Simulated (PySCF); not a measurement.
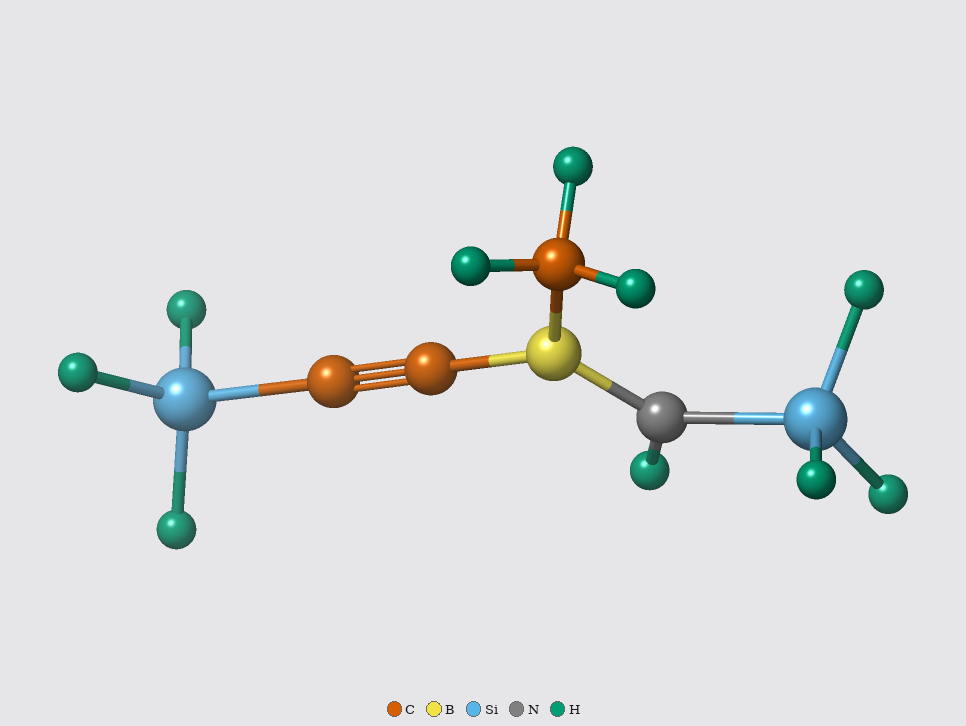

The picture shows a molecular structure as a ball-and-stick model. Multiple sticks mark multiple bonds (one Kekulé form).

Computed geometry: GFN2-xTB optimisation. No frequency run is at hand to confirm it as a minimum.

**Give the formula.**

C₃H₁₀BNSi₂, 17 atoms: 3 carbon, 10 hydrogen, 1 boron, 1 nitrogen and 2 silicon.

**Name functional groups in it.**

Among them: alkyne, Si–H bond, Si–N bond.

More results for the same structure follow; atom numbers are the same in all pictures, views and colours differ.

### Symmetry

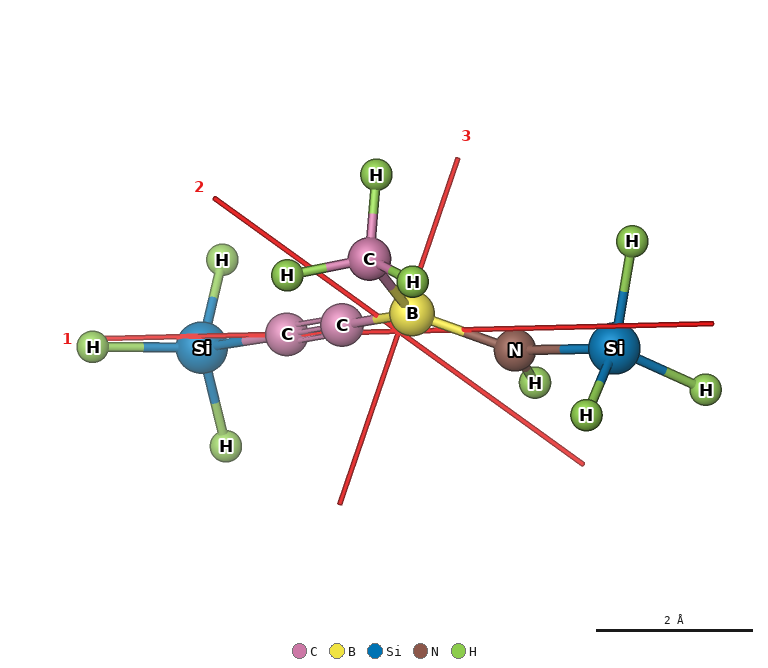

The three principal axes of inertia are drawn and numbered. Depth is shown by fading: the farther an atom, the more it takes the colour of the background. No frequency run is at hand to confirm it as a minimum. Masses are those of the most abundant isotopes; constants are for the rigid equilibrium geometry.

**Which line is the a axis (least moment of inertia), which b and which c?**

a is line 1, b is line 2, c is line 3; the moments are 104, 942, 1032 u Å².

**Classify the rotor and give the rotational constants (cm⁻¹).**

An asymmetric top (C1): A = 0.161, B = 0.0179, C = 0.0163 cm⁻¹. Ray's parameter κ is −0.98, close to the prolate limit.

### Dipole moment

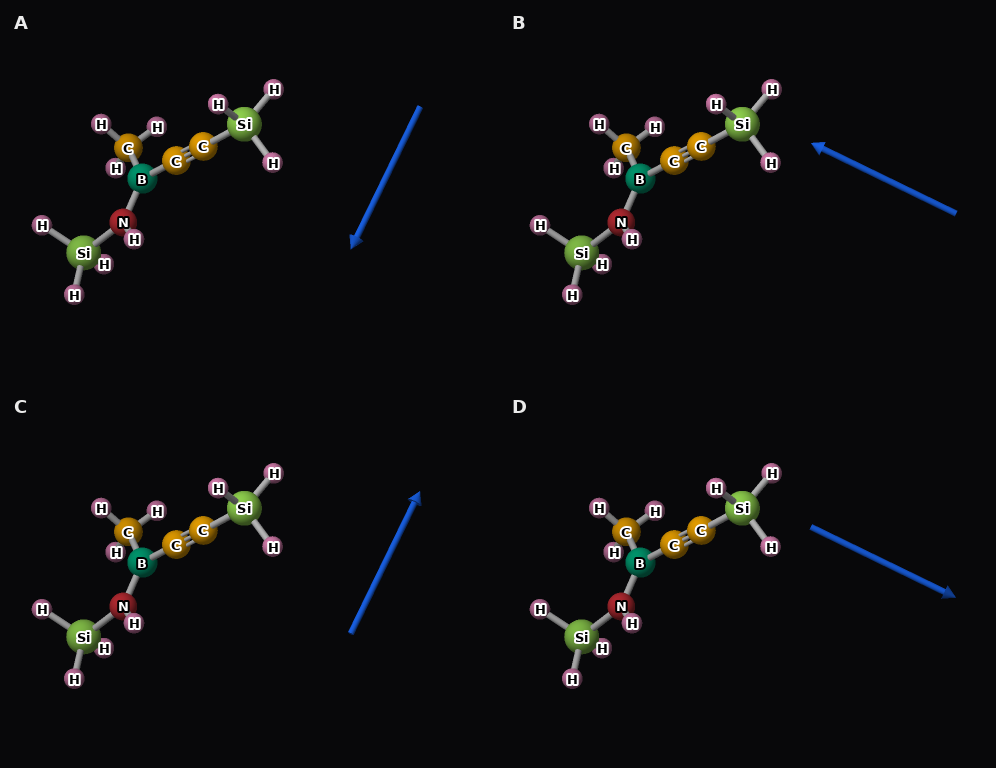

The same molecule four times, each with an arrow. No frequency run is at hand to confirm it as a minimum. Level of theory: ωB97X-D/def2-SVPD, gas phase (PySCF 2.14.0).

**Which arrow points along the dipole moment, from the negative to the positive end?**

A. The dipole moment is 0.92 D.

### Polarisability

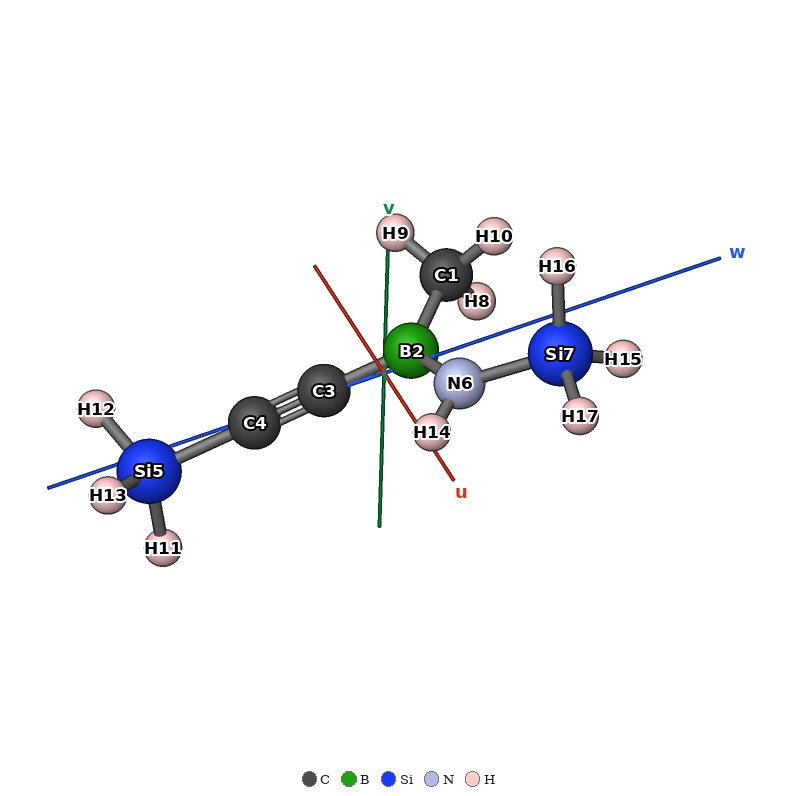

The lines u, v and w are the principal axes of the static dipole polarisability. No frequency run is at hand to confirm it as a minimum. Level of theory: ωB97X-D/def2-SVPD (PySCF 2.14.0).

**Along which axis is the molecule most polarisable, and along which least?**

Most along w (nearly parallel to the N6–Si7 bond), least along u.

**Give the three principal values.**

u 84.7, v 99.6, w 157.9 bohr³; mean 114.0, anisotropy 67.0 bohr³.

### Excitation

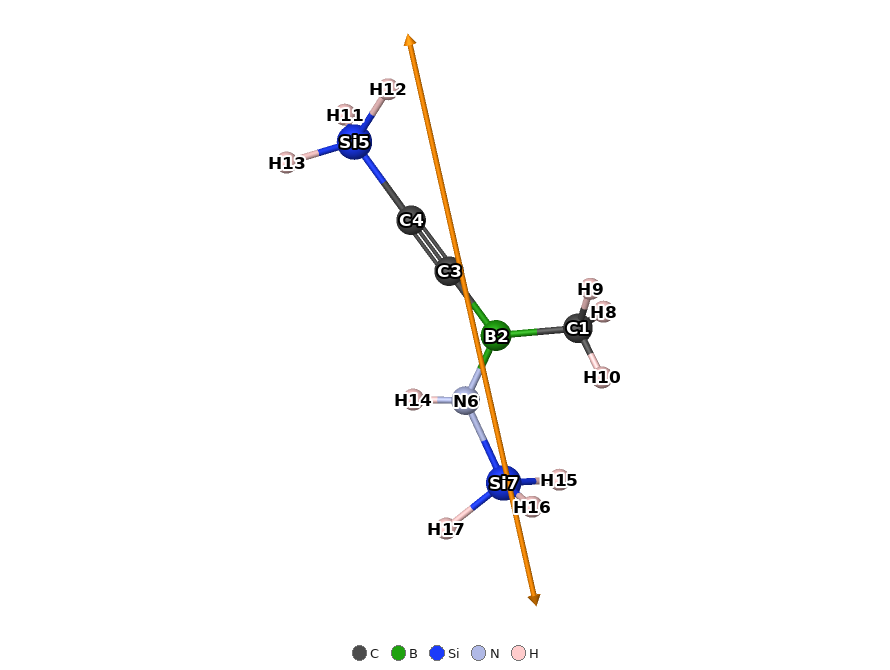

The double arrow shows the direction of the transition dipole to excited singlet state 4 (its length means nothing). No frequency run is at hand to confirm it as a minimum. Method: TDDFT ωB97X-D/def2-SVPD, vertical, gas phase, core orbitals frozen in the response (PySCF 2.14.0).

**How is the transition polarised?**

Close to the long direction Si5···Si7.

**Where does the transition lie, and how strong is it?**

6.98 eV (178 nm), oscillator strength 0.47, mainly HOMO−2 → LUMO (weight 0.53); transition dipole 4.19 D.

The geometry is semi-empirical. Around B, Si such bond lengths and angles can be off by a tenth of an ångström or more and by several degrees, and values that hang on the shape move with them.
